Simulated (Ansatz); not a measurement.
Consider ScTiSe.

```
Sc Ti Se
1.0
     4.36291    0.00000    0.00000
    -2.18145    3.77839    0.00000
     0.00000    0.00000    3.54521
Sc Ti Se
1 1 1
Direct
  0.00000 0.00000 0.00000
  0.33333 0.66667 0.50000
  0.66667 0.33333 0.50000
```

Space group P-6m2; a structure generated by program, which may or may not match a known phase; computed without spin polarisation.

Level of theory: DFT PBE, scalar-relativistic, plane waves, PAW (Ansatz).

> What will maps of the valence pseudo-density and electron localisation function show?

Ti–Se (2.52 Å): the density is about 0.41 e/Å³ at the midpoint; the ELF is about 0.45 at the midpoint.
Sc–Se (3.08 Å): ρ at the midpoint is about 0.16 e/Å³, with its minimum of 0.14 e/Å³ about 1.3 Å from Sc; the ELF is about 0.30 at the midpoint.

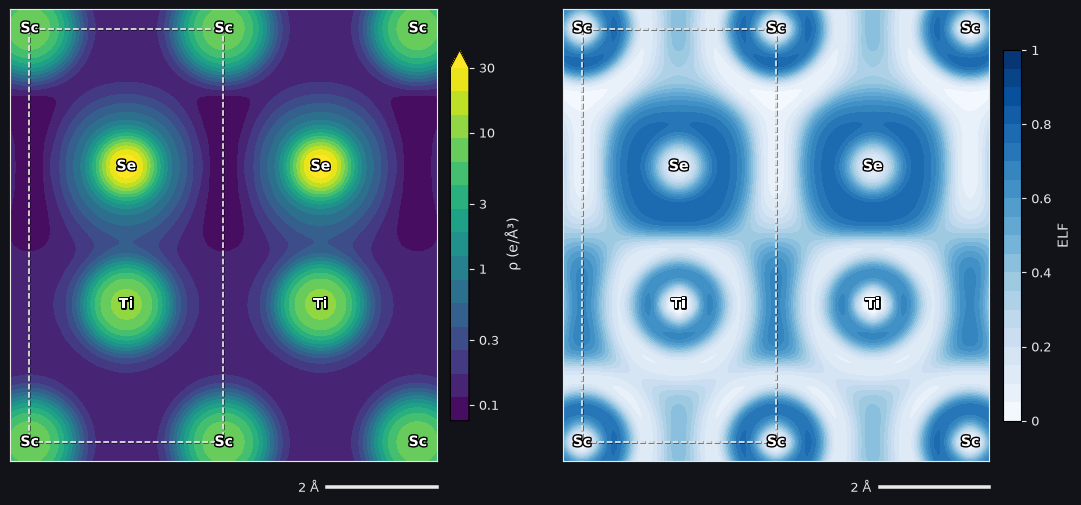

Computed valence pseudo-density and electron localisation function on the (110) plane of the conventional cell, in this order. 

Core electrons are frozen (PAW), and the valence fields are smoothed inside the atomic spheres.
